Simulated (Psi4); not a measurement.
# SiH2Br2 (dibromosilane) at M06-L/def2-SVP

What is the vertical singlet–triplet gap of SiH2Br2 (dibromosilane) at M06-L/def2-SVP? 

The results are computed with Psi4 1.11.

2 further runs of the same task are left out: 2 that didn't finish.

## Step 1: The molecule

SiH2Br2: 5 atoms, total charge 0, spin state singlet. SMILES: `Br[SiH2]Br`. The shape is that of a PBE0-D4/def2-TZVP optimisation.

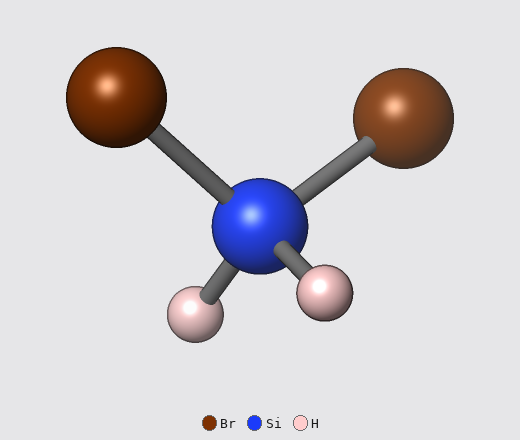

Viewed from a chosen angle; bromine brown, silicon blue, hydrogen pink.

## Step 2: A single-point energy at M06-L/def2-SVP

job.dat reads:

```
memory 2200 mb

molecule {
  0 1
  Br    -1.672690    -1.239290     0.362310
  Si     0.158230    -0.046290     0.054680
  Br    -0.295570     1.814160    -1.042010
  H      1.103430    -0.843230    -0.751710
  H      0.706590     0.314640     1.376730
  symmetry c1
}

set basis def2-SVP
set puream true
set e_convergence 1e-09
set d_convergence 1e-08
set scf_type pk
set dft_radial_points 99
set dft_spherical_points 590

e, wfn = energy("m06-l", return_wfn=True)
oeprop(wfn, "LOWDIN_CHARGES", "DIPOLE", "QUADRUPOLE", title="M06-L")
print_variables()
```

Command:

```
$ psi4 job.dat job.out -n 1
```

job.out:

```text
[...]
  Running in c1 symmetry.
[...]
  Nuclear repulsion =  448.279262821226382
[...]
  Multiplicity = 1
[...]
  Nalpha       = 43
  Nbeta        = 43
[...]
    Number of basis functions: 92
[...]
   @RKS iter   1: -5437.56589527905999   -2.30850e+00   2.14387e-02 ADIIS/DIIS
[...]
   @RKS iter  11: -5438.18620123183246   -6.36646e-12   3.08281e-09 DIIS
[...]
    Orbital Energies [Eh]
    ---------------------
    Doubly Occupied:
       1A   -482.077251     2A   -482.077231     3A    -65.884017
       4A    -62.356923     5A    -62.356907     6A    -56.080240
       7A    -56.080227     8A    -56.077674     9A    -56.077655
      10A    -56.077533    11A    -56.077516    12A     -8.700904
      13A     -8.700892    14A     -6.476149    15A     -6.476136
      16A     -6.466213    17A     -6.466202    18A     -6.465718
      19A     -6.465706    20A     -5.318919    21A     -3.632068
      22A     -3.629763    23A     -3.626573    24A     -2.547743
      25A     -2.547731    26A     -2.545379    27A     -2.545367
      28A     -2.545006    29A     -2.544993    30A     -2.537518
      31A     -2.537511    32A     -2.537506    33A     -2.537499
      34A     -0.761540    35A     -0.739040    36A     -0.513912
[...]
  @RKS Final Energy: -5438.18620123183246
   => Energetics <=
    Nuclear Repulsion Energy =            448.2792628212263821
    One-Electron Energy =               -8461.5019120469441987
    Two-Electron Energy =                2779.3219225486782307
    DFT Exchange-Correlation Energy =    -204.2854745547931259
    Empirical Dispersion Energy =           0.0000000000000000
    VV10 Nonlocal Energy =                  0.0000000000000000
    Total Energy =                      -5438.1862012318324560
[...]
 Multipole Moments:
 ------------------------------------------------------------------------------------
     Multipole            Electronic (a.u.)      Nuclear  (a.u.)        Total (a.u.)
 ------------------------------------------------------------------------------------
 L = 1.  Multiply by 2.5417464519 to convert [e a0] to [Debye]
 Dipole X            :         -6.0111326            6.4150284            0.4038957
 Dipole Y            :          1.7556110           -1.8737448           -0.1181338
 Dipole Z            :         -2.0757900            2.2153550            0.1395651
 Magnitude           :                                                    0.4433574
 L = 2.  Multiply by 1.3450342976 to convert [e a0^2] to [Debye ang]
 Quadrupole XX       :       -230.2551194          193.7762692          -36.4788501
 Quadrupole XY       :       -240.6719435          240.0611887           -0.6107548
[...]
```

It took 56 s on 1 thread of AMD EPYC (Zen 3), shared host; peak memory 0.96 GiB.

## Step 3: The triplet: energy and gradient at UM06-L/def2-SVP

br2h2si.in reads:

```
memory 2200 MB

molecule molecule1 {
  0 3
  Br    -3.16092599    -2.34191869     0.68466667
  Si     0.29901136    -0.08747542     0.10333022
  Br    -0.55854635     3.42826555    -1.96911352
  H      2.08518050    -1.59347376    -1.42052603
  H      1.33526158     0.59458343     2.60164265
  units bohr
  symmetry c1
  no_reorient
  no_com
}

set globals {
  reference uks
  puream true
  e_convergence 1e-09
  d_convergence 1e-08
  scf_type pk
  dft_radial_points 99
  dft_spherical_points 590
  maxiter 100
}

E, wfn = gradient('m06-l/def2-SVP', return_wfn=True)
oeprop(wfn, 'WIBERG_LOWDIN_INDICES', 'MULLIKEN_CHARGES', 'MAYER_INDICES', title='M06-L')
print_variables()
```

Command:

```
$ psi4 -i br2h2si.in -o br2h2si.out -n 1
```

br2h2si.out:

```text
[...]
  Running in c1 symmetry.
[...]
  Nuclear repulsion =  448.279263033293944
[...]
  Multiplicity = 3
[...]
  Nalpha       = 44
  Nbeta        = 42
[...]
    Number of basis functions: 92
[...]
   @UKS iter   1: -5437.37562301042726   -2.11823e+00   2.10545e-02 DIIS/ADIIS
[...]
   @UKS iter  17: -5437.95636558803017    0.00000e+00   9.52341e-09 DIIS
[...]
   @S^2 Observed:                2.005162750E+00
[...]
    Orbital Energies [Eh]
    ---------------------
    Alpha Occupied:
       1A   -482.103964     2A   -482.103947     3A    -65.802988
       4A    -62.382831     5A    -62.382819     6A    -56.107248
       7A    -56.107232     8A    -56.104701     9A    -56.104693
      10A    -56.103044    11A    -56.103031    12A     -8.726822
      13A     -8.726814    14A     -6.501499    15A     -6.501494
      16A     -6.495667    17A     -6.495658    18A     -6.489530
      19A     -6.489522    20A     -5.249037    21A     -3.565671
      22A     -3.558356    23A     -3.555760    24A     -2.574445
      25A     -2.574439    26A     -2.573762    27A     -2.573754
      28A     -2.569144    29A     -2.569138    30A     -2.564799
      31A     -2.564790    32A     -2.564020    33A     -2.564012
      34A     -0.789473    35A     -0.771704    36A     -0.506946
[...]
  @UKS Final Energy: -5437.95636558803017
   => Energetics <=
    Nuclear Repulsion Energy =            448.2792630332939439
    One-Electron Energy =               -8460.5134154036531982
    Two-Electron Energy =                2778.5601599193496440
    DFT Exchange-Correlation Energy =    -204.2823731370212670
    Empirical Dispersion Energy =           0.0000000000000000
    VV10 Nonlocal Energy =                  0.0000000000000000
    Total Energy =                      -5437.9563655880301667
[...]
 Multipole Moments:
 ------------------------------------------------------------------------------------
     Multipole            Electronic (a.u.)      Nuclear  (a.u.)        Total (a.u.)
 ------------------------------------------------------------------------------------
 L = 1.  Multiply by 2.5417464519 to convert [e a0] to [Debye]
 Dipole X            :        122.4960017         -122.5749308           -0.0789291
 Dipole Y            :        -35.7756164           35.7985939            0.0229775
 Dipole Z            :         42.3006853          -42.3279000           -0.0272148
 Magnitude           :                                                    0.0865934
[...]
  -Total Gradient:
     Atom            X                  Y                   Z
    ------   -----------------  -----------------  -----------------
       1        0.063832212576     0.053344894073    -0.017118629098
       2       -0.056914611977     0.016577416403    -0.019629554877
       3        0.006444808525    -0.073829745011     0.041364722098
       4       -0.006750629340     0.002193757884    -0.001854570319
       5       -0.006582862433     0.001705249410    -0.002751991577
[...]
  Mulliken Charges: (a.u.)
   Center  Symbol    Alpha    Beta     Spin     Total
       1    BR    17.83241 17.20359  0.62882 -0.03599
       2    SI     7.32258  6.52266  0.79992  0.15477
       3    BR    17.83233 17.20371  0.62861 -0.03604
       4     H     0.50634  0.53502 -0.02868 -0.04137
       5     H     0.50634  0.53502 -0.02868 -0.04137
   Total alpha = 44.00000, Total beta = 42.00000, Total charge =  0.00000
  Mayer Bond Indices:
  Total Bond Index:
[...]
```

Wall time 2.4 min (1 thread of AMD EPYC (Zen 3), shared host); peak memory 0.96 GiB.

## Step 4: Results

Level: M06-L/def2-SVP.

| quantity | value |
| --- | --- |
| singlet: total energy | -5438.18620 Eh |
| singlet: dipole moment | 1.13 D |
| singlet: HOMO energy | -7.55 eV |
| singlet: LUMO energy | -0.87 eV |
| singlet: HOMO–LUMO gap | 6.67 eV |
| triplet: total energy | -5437.95637 Eh |
| triplet: dipole moment | 0.22 D |
| triplet: HOMO energy (highest over α and β) | -1.39 eV |
| triplet: ⟨S²⟩ | 2.005 |
| triplet: largest force on an atom | 4.367 eV/Å |
| vertical energy of the triplet above the singlet | 6.254 eV |

At this shape the triplet lies 6.25 eV (144 kcal/mol) above the singlet. Mulliken charges (triplet) run from -0.04 on H4 to +0.15 on Si2.
